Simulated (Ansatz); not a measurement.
**CH4BNOSi: geometry and vibrations**

The task is to find a stationary geometry of CH4BNOSi, then compute its harmonic vibrations to see whether it is a minimum and to get the zero-point energy and entropy, and look at its orbitals and charge.

Program: Ansatz 0.2.0, Gaussian basis. Level of theory: RKS PBE0-D4/def2-TZVP. These are calculated values, not measurements.

Plan: relaxation at PBE-D4/def2-SVP; relaxation at PBE0-D4/def2-TZVP; harmonic vibrations at the same level; a single point in def2-TZVPP for the fields.

**1. Starting geometry**

SMILES `OB1C=N[SiH2]1`, 9 atoms, charge 0, spin multiplicity 1.

Atoms are counted from 1 here; the program's logs count them from 0.

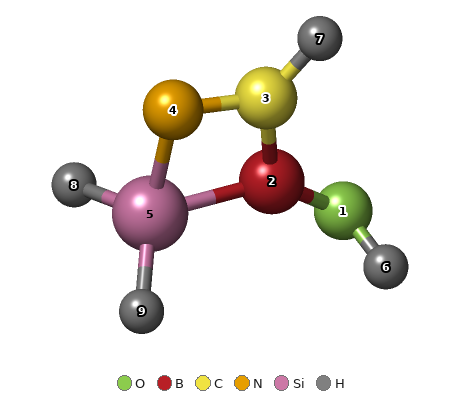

Start geometry, drawn with oxygen green, boron red, carbon yellow, nitrogen amber, silicon pink, hydrogen grey; atoms are numbered from 1 in the order of the file.

Geometry (Å):

```mol
CH4BNOSi
  3D, bonds by distance, orders not assigned

  9  9  0  0  0  0  0  0  0  0999 V2000
   -0.2959    1.9354   -0.4882 O   0  0
    0.0153    0.5971   -0.1959 B   0  0
    0.9691   -0.5306   -0.8340 C   0  0
    0.8223   -1.4919    0.0436 N   0  0
   -0.3940   -0.6132    0.9957 Si  0  0
   -1.1199    1.9201   -1.1127 H   0  0
    1.6808   -0.4776   -1.6812 H   0  0
    0.1718   -0.2788    2.3431 H   0  0
   -1.7609   -1.1068    0.9126 H   0  0
  1  2  8  0
  2  3  8  0
  3  4  8  0
  4  5  8  0
  1  6  8  0
  3  7  8  0
  5  8  8  0
  5  9  8  0
  2  5  8  0
M  END
```

The start is a force-field geometry with small random shifts, so a cheaper pass at PBE-D4/def2-SVP comes first.

**2. Geometry optimisation, PBE-D4/def2-SVP (cheap first pass)**

Contents of in.yaml:

```yaml
crystal:
  periodic: [false, false, false]
  atoms:
    - {symbol: O, position_ang: [-0.295900, 1.935400, -0.488200]}
    - {symbol: B, position_ang: [0.015300, 0.597100, -0.195900]}
    - {symbol: C, position_ang: [0.969100, -0.530600, -0.834000]}
    - {symbol: N, position_ang: [0.822300, -1.491900, 0.043600]}
    - {symbol: Si, position_ang: [-0.394000, -0.613200, 0.995700]}
    - {symbol: H, position_ang: [-1.119900, 1.920100, -1.112700]}
    - {symbol: H, position_ang: [1.680800, -0.477600, -1.681200]}
    - {symbol: H, position_ang: [0.171800, -0.278800, 2.343100]}
    - {symbol: H, position_ang: [-1.760900, -1.106800, 0.912600]}
basis:
  gaussian: {orbitals: def2-SVP}
hamiltonian: {xc: pbe, dispersion: d4}
relax: {f_tol: 0.03, max_steps: 200}
```

Run with:

```bash
> ansatz run in.yaml --threads 2 --pin off --events-out ev --progress --plain --max-ram 4352MiB
```

What it wrote, shortened:

```text
Functional definition: PBE
  name "PBE"
  cite "Perdew, Burke & Ernzerhof, Phys. Rev. Lett. 77, 3865 (1996) doi:10.1103/PhysRevLett.77.3865"
  parent pbe
[...]
1055 factors; their error is unknown
[...]
mean field -13174.05907801 eV, -484.1377414190 hartree, gradient 2.7e-5 eV, S^2 0.000000; 0 other end points of the search recorded, 0 dependent functions left out
[...]
reference -13174.05911140 eV, -484.1377426459 hartree; 22, 22 occupied and 72, 72 virtual orbitals, 1055 factors
relax step   1: F+E_penalty+E_count = -13174.25525008 eV  Δ(F+E_penalty+E_count) = +0.000e0 eV  max|allowed force component| = 5.205e0 eV/Å  Δτ_max = 0.0000 Å  (29 SCF iters, accepted)
[...]
relax step   3: F+E_penalty+E_count = -13175.61409738 eV  Δ(F+E_penalty+E_count) = -4.184e-1 eV  max|allowed force component| = 9.858e-1 eV/Å  Δτ_max = 0.1968 Å  (36 SCF iters, accepted)
[...]
relax step   5: F+E_penalty+E_count = -13176.10685648 eV  Δ(F+E_penalty+E_count) = -2.368e-1 eV  max|allowed force component| = 6.911e-1 eV/Å  Δτ_max = 0.2000 Å  (35 SCF iters, accepted)
[...]
relax step   7: F+E_penalty+E_count = -13176.17140285 eV  Δ(F+E_penalty+E_count) = -6.455e-2 eV  max|allowed force component| = 1.547e-1 eV/Å  Δτ_max = 0.1000 Å  (30 SCF iters, accepted)
[...]
relax step   9: F+E_penalty+E_count = -13176.18078211 eV  Δ(F+E_penalty+E_count) = -3.485e-4 eV  max|allowed force component| = 6.986e-2 eV/Å  Δτ_max = 0.0148 Å  (31 SCF iters, accepted)
[...]
relax step  10: F+E_penalty+E_count = -13176.18113137 eV  Δ(F+E_penalty+E_count) = -3.493e-4 eV  max|allowed force component| = 1.896e-2 eV/Å  Δτ_max = 0.0074 Å  (32 SCF iters, accepted)
1055 factors; their error is unknown
[...]
mean field -13175.98938157 eV, -484.2086787663 hartree, gradient 2.5e-5 eV, S^2 0.000000; 1 other end points of the search recorded, 0 dependent functions left out
[...]
reference -13175.98941546 eV, -484.2086800119 hartree; 22, 22 occupied and 72, 72 virtual orbitals, 1055 factors
Total energy: -13176.18116527 eV, -484.2157266872 hartree
Atom 0 at    -0.335083     1.812577    -1.119733 Å, force     0.012501     0.007921    -0.006649 eV/Å
Atom 1 at    -0.000589     0.695402    -0.439762 Å, force    -0.001841    -0.016972    -0.004903 eV/Å
Atom 2 at     1.039250    -0.446997    -0.806783 Å, force    -0.012000     0.013632     0.015269 eV/Å
Atom 3 at     0.796198    -1.459174    -0.009874 Å, force     0.018962    -0.001631    -0.007482 eV/Å
Atom 4 at    -0.461470    -0.621433     1.051043 Å, force    -0.014157     0.001100     0.011714 eV/Å
Atom 5 at    -1.074063     2.301645    -0.711153 Å, force    -0.005324    -0.001451     0.006991 eV/Å
Atom 6 at     1.830218    -0.530167    -1.591180 Å, force    -0.002205    -0.007110    -0.005605 eV/Å
Atom 7 at     0.060458    -0.425394     2.451563 Å, force     0.001213     0.001130    -0.005726 eV/Å
Atom 8 at    -1.766318    -1.372759     1.158879 Å, force     0.002850     0.003382    -0.003609 eV/Å
Dipole moment:    -0.327425     0.560378     0.001777 e Å
```

It took 22 s on 2 threads of Arm Neoverse V1, shared host.

The steps of the relaxation: (the energy doesn't fall at every step)

```
step  energy from step 1 (eV)  largest force component (eV/Å)
   1                   0.0000                          5.2046
   2                  -0.9404                          2.7977
   3                  -1.3588                          0.9858
   4                  -1.6148                          1.9991
   5                  -1.8516                          0.6911
   6                  -1.7969                          1.3256
   7                  -1.9162                          0.1547
   8                  -1.9252                          0.0607
   9                  -1.9255                          0.0699
  10                  -1.9259                          0.0190
```

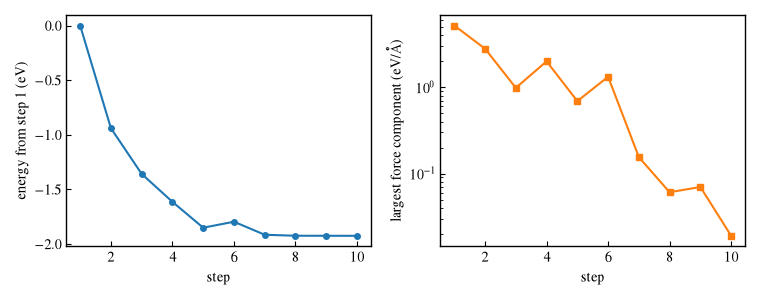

Energy and force, step by step.

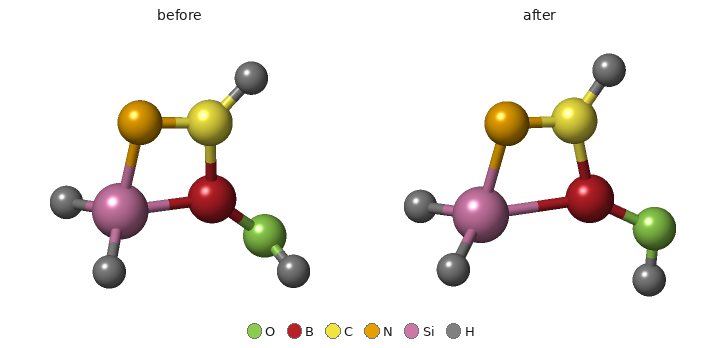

Before and after, at one scale.

Close pairs (by a distance rule), those that changed most:

```
  bond  before (Å)  after (Å)  change (Å)
B2–Si5       1.747      2.042      +0.295
N4–Si5       1.777      1.846      +0.069
 O1–H6       1.034      0.976      -0.058
 O1–B2       1.405      1.350      -0.055
Si5–H9       1.456      1.510      +0.054
 B2–C3       1.609      1.588      -0.021
 C3–H7       1.108      1.117      +0.009
Si5–H8       1.499      1.507      +0.008
```

**3. Relaxation at PBE0-D4/def2-TZVP**

Contents of in.yaml:

```yaml
crystal:
  periodic: [false, false, false]
  atoms:
    - {symbol: O, position_ang: [-0.335083, 1.812577, -1.119733]}
    - {symbol: B, position_ang: [-0.000589, 0.695402, -0.439762]}
    - {symbol: C, position_ang: [1.039250, -0.446997, -0.806783]}
    - {symbol: N, position_ang: [0.796198, -1.459174, -0.009874]}
    - {symbol: Si, position_ang: [-0.461470, -0.621433, 1.051043]}
    - {symbol: H, position_ang: [-1.074063, 2.301645, -0.711153]}
    - {symbol: H, position_ang: [1.830218, -0.530167, -1.591180]}
    - {symbol: H, position_ang: [0.060458, -0.425394, 2.451563]}
    - {symbol: H, position_ang: [-1.766318, -1.372759, 1.158879]}
basis:
  gaussian: {orbitals: def2-TZVP}
hamiltonian: {xc: pbe0, dispersion: d4}
relax: {f_tol: 0.005, max_steps: 150}
```

The command is unchanged.

What it wrote, shortened:

```text
Functional definition: PBE0
  name "PBE0"
  cite "Adamo & Barone, J. Chem. Phys. 110, 6158 (1999) doi:10.1063/1.478522"
  cite "Perdew, Burke & Ernzerhof, Phys. Rev. Lett. 77, 3865 (1996) doi:10.1103/PhysRevLett.77.3865"
  parent pbe
[...]
1099 factors; their error is unknown
[...]
mean field -13185.74894300 eV, -484.5673360337 hartree, gradient 4.3e-5 eV, S^2 0.000000; 0 other end points of the search recorded, 0 dependent functions left out
[...]
reference -13185.74897535 eV, -484.5673372224 hartree; 22, 22 occupied and 163, 163 virtual orbitals, 1099 factors
relax step   1: F+E_penalty+E_count = -13185.91017664 eV  Δ(F+E_penalty+E_count) = +0.000e0 eV  max|allowed force component| = 1.110e0 eV/Å  Δτ_max = 0.0000 Å  (29 SCF iters, accepted)
[...]
Total energy: -13185.96145742 eV, -484.5751457943 hartree
Atom 0 at    -0.310790     1.821900    -1.087691 Å, force    -0.000540    -0.000942     0.001908 eV/Å
Atom 1 at    -0.050806     0.664159    -0.467558 Å, force    -0.001962     0.000817     0.000473 eV/Å
Atom 2 at     0.994928    -0.468653    -0.823189 Å, force     0.001109    -0.004949     0.000815 eV/Å
Atom 3 at     0.873297    -1.396192     0.070446 Å, force    -0.000928     0.004584    -0.003310 eV/Å
Atom 4 at    -0.439300    -0.627130     1.045165 Å, force     0.000955     0.000848     0.000731 eV/Å
Atom 5 at    -1.001703     2.344498    -0.671339 Å, force     0.001238    -0.000179    -0.001408 eV/Å
Atom 6 at     1.731677    -0.576492    -1.630169 Å, force    -0.000496     0.000356     0.001467 eV/Å
Atom 7 at    -0.029047    -0.356720     2.452059 Å, force    -0.000492    -0.000618    -0.000334 eV/Å
Atom 8 at    -1.679656    -1.451670     1.095277 Å, force     0.001115     0.000083    -0.000342 eV/Å
Dipole moment:    -0.342312     0.523704    -0.006667 e Å
```

Wall time 71 s (2 threads of Arm Neoverse V1, shared host).

Along the way: (the energy doesn't fall at every step)

```
step  energy from step 1 (eV)  largest force component (eV/Å)
   1                   0.0000                          1.1103
   2                  -0.0400                          0.3985
   3                  -0.0472                          0.0930
   4                  -0.0459                          0.1986
   5                  -0.0482                          0.0812
   6                  -0.0505                          0.0428
   7                  -0.0421                          0.4780
   8                  -0.0509                          0.0112
   9                  -0.0511                          0.0433
  10                  -0.0507                          0.0852
  11                  -0.0512                          0.0169
  12                  -0.0512                          0.0313
  13                  -0.0512                          0.0049
```

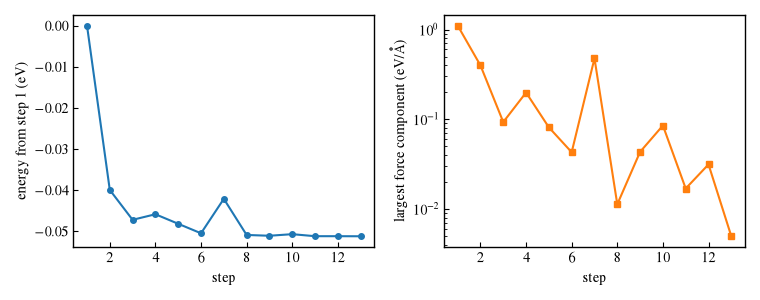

Energy and largest force along the relaxation.

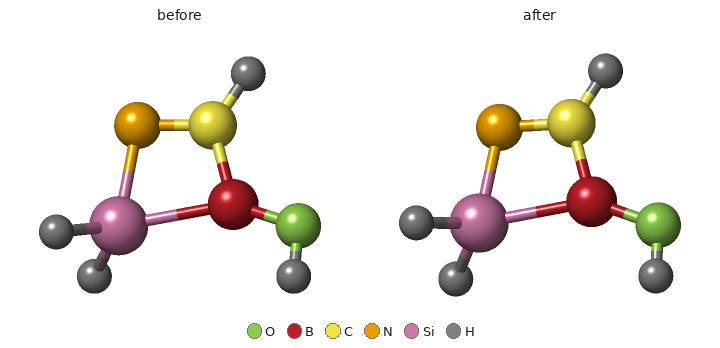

Before and after, at one scale.

Distances of close pairs at the start and the end, largest changes first:

```
  bond  before (Å)  after (Å)  change (Å)
N4–Si5       1.846      1.807      -0.040
Si5–H9       1.510      1.490      -0.019
 C3–H7       1.117      1.098      -0.019
 C3–N4       1.311      1.294      -0.017
Si5–H8       1.507      1.490      -0.017
B2–Si5       2.042      2.026      -0.015
 O1–H6       0.976      0.961      -0.015
 O1–B2       1.350      1.339      -0.011
```

Mulliken charges of the relaxed molecule (report file):

```
atom  value (e)
  O1      -0.36
  B2       0.09
  C3      -0.05
  N4      -0.26
 Si5       0.17
  H6       0.35
  H7       0.10
  H8      -0.03
  H9      -0.03
```

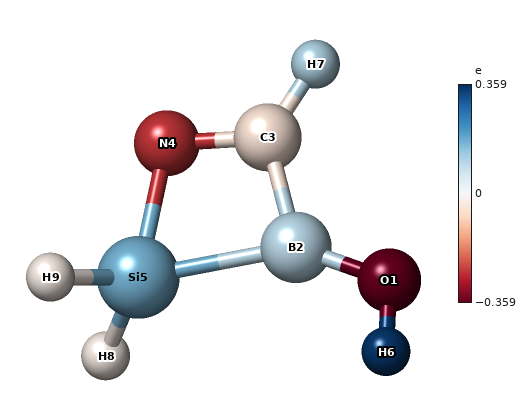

Mulliken charges of the relaxed molecule (report file), as colours on the atoms.

**4. Vibrations by finite differences**

Contents of in.yaml:

```yaml
crystal:
  periodic: [false, false, false]
  atoms:
    - {symbol: O, position_ang: [-0.310790, 1.821900, -1.087691]}
    - {symbol: B, position_ang: [-0.050806, 0.664159, -0.467558]}
    - {symbol: C, position_ang: [0.994928, -0.468653, -0.823189]}
    - {symbol: N, position_ang: [0.873297, -1.396192, 0.070446]}
    - {symbol: Si, position_ang: [-0.439300, -0.627130, 1.045165]}
    - {symbol: H, position_ang: [-1.001703, 2.344498, -0.671339]}
    - {symbol: H, position_ang: [1.731677, -0.576492, -1.630169]}
    - {symbol: H, position_ang: [-0.029047, -0.356720, 2.452059]}
    - {symbol: H, position_ang: [-1.679656, -1.451670, 1.095277]}
basis:
  gaussian: {orbitals: def2-TZVP}
hamiltonian: {xc: pbe0, dispersion: d4}
phonons: {temperatures: {t_min: 298.15, t_max: 900, t_step: 200}}
```

Same command.

What it wrote, shortened:

```text
Functional definition: PBE0
  name "PBE0"
  cite "Adamo & Barone, J. Chem. Phys. 110, 6158 (1999) doi:10.1063/1.478522"
  cite "Perdew, Burke & Ernzerhof, Phys. Rev. Lett. 77, 3865 (1996) doi:10.1103/PhysRevLett.77.3865"
  parent pbe
[...]
1099 factors; their error is unknown
[...]
mean field -13185.79971717 eV, -484.5692019500 hartree, gradient 3.1e-5 eV, S^2 0.000000; 0 other end points of the search recorded, 0 dependent functions left out
[...]
reference -13185.79974945 eV, -484.5692031364 hartree; 22, 22 occupied and 163, 163 virtual orbitals, 1099 factors
[...]
1099 factors; their error is unknown
mean field -13185.79960681 eV, -484.5691978943 hartree, gradient 2.0e-6 eV, S^2 0.000000; 0 other end points of the search recorded, 0 dependent functions left out
[...]
reference -13185.79963910 eV, -484.5691990810 hartree; 22, 22 occupied and 163, 163 virtual orbitals, 1099 factors
[...]
Atom 1 at    -0.050806     0.664159    -0.467558 Å, force    -0.001967     0.000803     0.000463 eV/Å
Atom 2 at     0.994928    -0.468653    -0.823189 Å, force     0.001138    -0.004965     0.000812 eV/Å
Atom 3 at     0.873297    -1.396192     0.070446 Å, force    -0.000942     0.004577    -0.003290 eV/Å
Atom 4 at    -0.439300    -0.627130     1.045165 Å, force     0.000956     0.000863     0.000708 eV/Å
Atom 5 at    -1.001703     2.344498    -0.671339 Å, force     0.001239    -0.000185    -0.001399 eV/Å
Atom 6 at     1.731677    -0.576492    -1.630169 Å, force    -0.000497     0.000360     0.001466 eV/Å
Atom 7 at    -0.029047    -0.356720     2.452059 Å, force    -0.000486    -0.000620    -0.000327 eV/Å
Atom 8 at    -1.679656    -1.451670     1.095277 Å, force     0.001114     0.000082    -0.000339 eV/Å
Dipole moment:    -0.342312     0.523703    -0.006666 e Å
Vibrations: 86.22 294.33 332.50 514.94 544.57 601.10 633.28 665.17 712.71 796.15 900.66 943.65 958.94 1125.85 1296.62 1463.65 1576.38 2201.16 2205.99 3038.93 3869.89 cm⁻¹, zero-point energy 1.535091 eV
```

Run time: 3.4 min. Hardware: 2 threads of Arm Neoverse V1, shared host.

Motions are named by where the mode's potential energy lies. Wavenumbers, unscaled:

```
mode  cm⁻¹                     motion
   1    86                    torsion
   2   294                       bend
   3   333                    torsion
   4   515                       bend
   5   545     bend with Si–B stretch
   6   601                    torsion
   7   633                    torsion
   8   665          torsion with bend
   9   713  Si–N stretch with torsion
  10   796          bend with torsion
  11   901      bend with B–C stretch
  12   944                    torsion
  13   959          bend with torsion
  14  1126                       bend
  15  1297                       bend
  16  1464                B–O stretch
  17  1576                C–N stretch
  18  2201               Si–H stretch
  19  2206               Si–H stretch
  20  3039                C–H stretch
  21  3870                O–H stretch
```

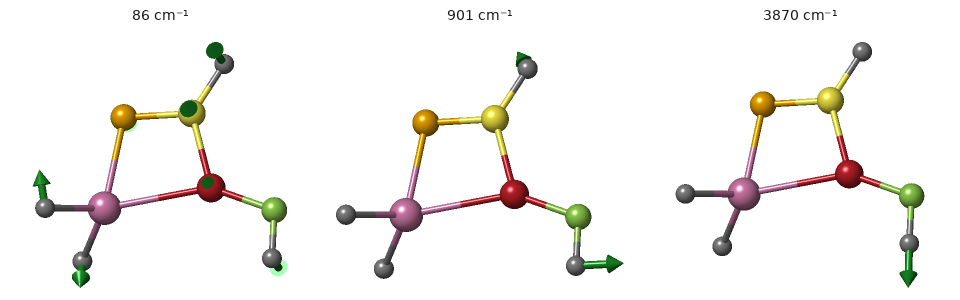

Displacements of 3 modes, as arrows.

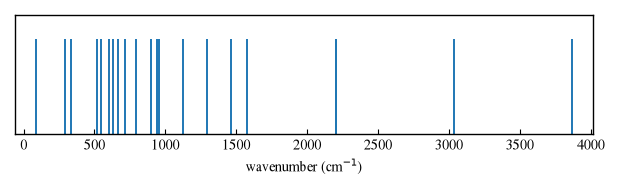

The harmonic wavenumbers as sticks (no intensities were computed).

From these modes and the moments of inertia (298.15 K, 1 bar, symmetry number 1):

```
                term            value
   zero-point energy     148.1 kJ/mol
          H(298) − E     165.3 kJ/mol
entropy, translation  164.3 J/(mol K)
   entropy, rotation  109.1 J/(mol K)
  entropy, vibration   41.0 J/(mol K)
      entropy, total  314.3 J/(mol K)
```

**5. Fields at the relaxed geometry**

Changes to in.yaml since step 4:

```diff
@@ -13,4 +13,4 @@
 basis:
-  gaussian: {orbitals: def2-TZVP}
+  gaussian: {orbitals: def2-TZVPP}
 hamiltonian: {xc: pbe0, dispersion: d4}
-phonons: {temperatures: {t_min: 298.15, t_max: 900, t_step: 200}}
+output: {orbitals: {seedname: orbitals}}
```

Same command.

What it wrote:

```text
Functional definition: PBE0
  name "PBE0"
  cite "Adamo & Barone, J. Chem. Phys. 110, 6158 (1999) doi:10.1063/1.478522"
  cite "Perdew, Burke & Ernzerhof, Phys. Rev. Lett. 77, 3865 (1996) doi:10.1103/PhysRevLett.77.3865"
  parent pbe
  parameter a = 0.25
  parameter kappa = 0.804
  parameter beta = 0.06672455060314922
  exchange = (1 - a)*pbe_x(kappa = kappa, mu = beta*pi^2/3) + a*exact_x
  correlation = pbe_c(beta = beta)
1182 factors; their error is unknown
mean field evaluation 1: about -13178.3935 eV, gradient 6.2e1 eV
mean field evaluation 2: about -13167.7430 eV, gradient 9.3e1 eV
mean field evaluation 4: about -13185.6810 eV, gradient 8.6e0 eV
mean field evaluation 8: about -13185.8332 eV, gradient 1.8e-1 eV
mean field evaluation 16: about -13185.8570 eV, gradient 8.8e-5 eV
mean field -13185.85696829 eV, -484.5713058899 hartree, gradient 8.8e-5 eV, S^2 0.000000; 0 other end points of the search recorded, 0 dependent functions left out
reference -13185.85700086 eV, -484.5713070867 hartree; 22, 22 occupied and 200, 200 virtual orbitals, 1182 factors
Total energy: -13186.01870948 eV, -484.5772497688 hartree
```

Run time: 4.3 s. Hardware: 2 threads of Arm Neoverse V1, shared host.

The fields below are evaluated on a grid from the run's orbitals.

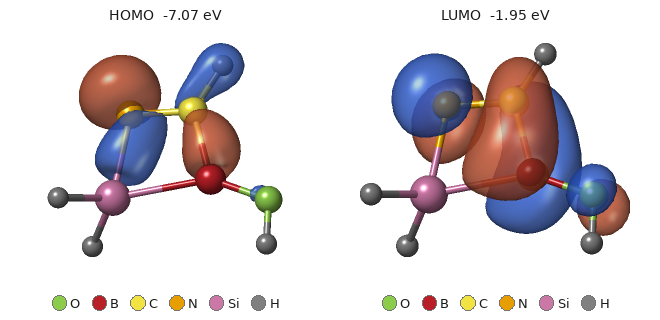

PBE0-D4/def2-TZVPP orbitals near the gap, drawn at the value that encloses 70 % of each; the two colours are the two signs.

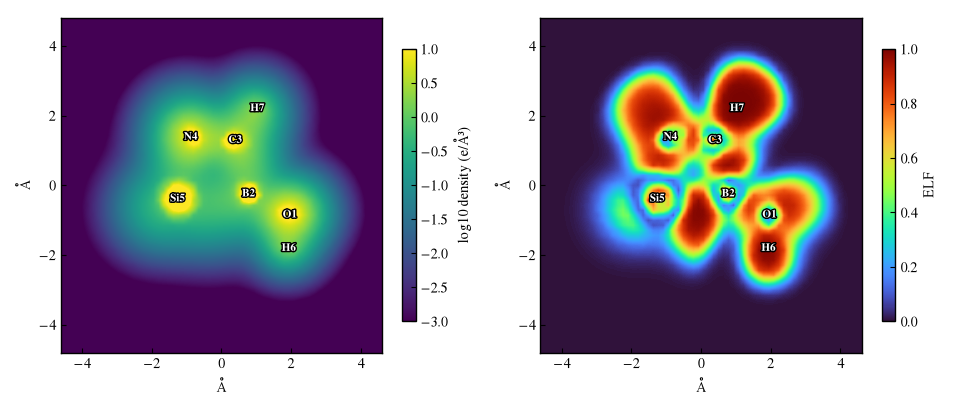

Density (left) and ELF (right) in a plane through or near 7 of the atoms.

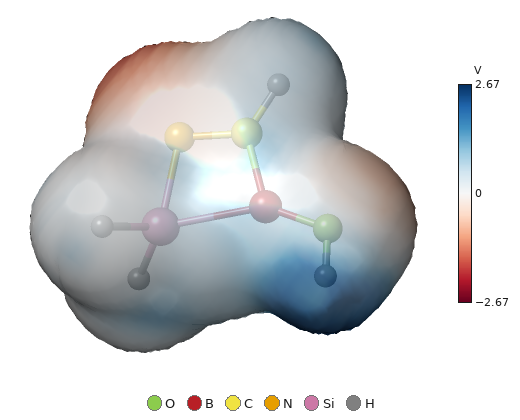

Electrostatic potential on the surface of density 0.002 e/bohr³; red is low, blue high. It runs, from the 1st to the 99th percentile, from -1.73 V near N4 to 2.67 V near H6.

**6. Summary of results**

```
                  quantity            value
               point group               Cs
                     steps          10 + 13
shift from the start (rms)          0.349 Å
              total energy   -13185.9615 eV
           dispersion term         -162 meV
             dipole moment           3.01 D
lowest, highest wavenumber    86, 3870 cm⁻¹
         zero-point energy     148.1 kJ/mol
       entropy at 298.15 K  314.3 J/(mol K)
                HOMO, LUMO  -7.07, -1.95 eV
```

What this shows: The atoms moved 0.35 Å (rms) from the start; the bond that changed most is B2–Si5, from 1.747 to 2.026 Å. No mode is imaginary: a true minimum at this level. The stiffest mode, 3870 cm⁻¹, is an O–H stretch. Harmonic hybrid wavenumbers usually lie a few per cent above measured fundamentals. The largest Mulliken charge, -0.36 e, sits on O1. The HOMO lies mostly on N4 61 %; B2 10 % and the LUMO on B2 32 %; N4 32 %.
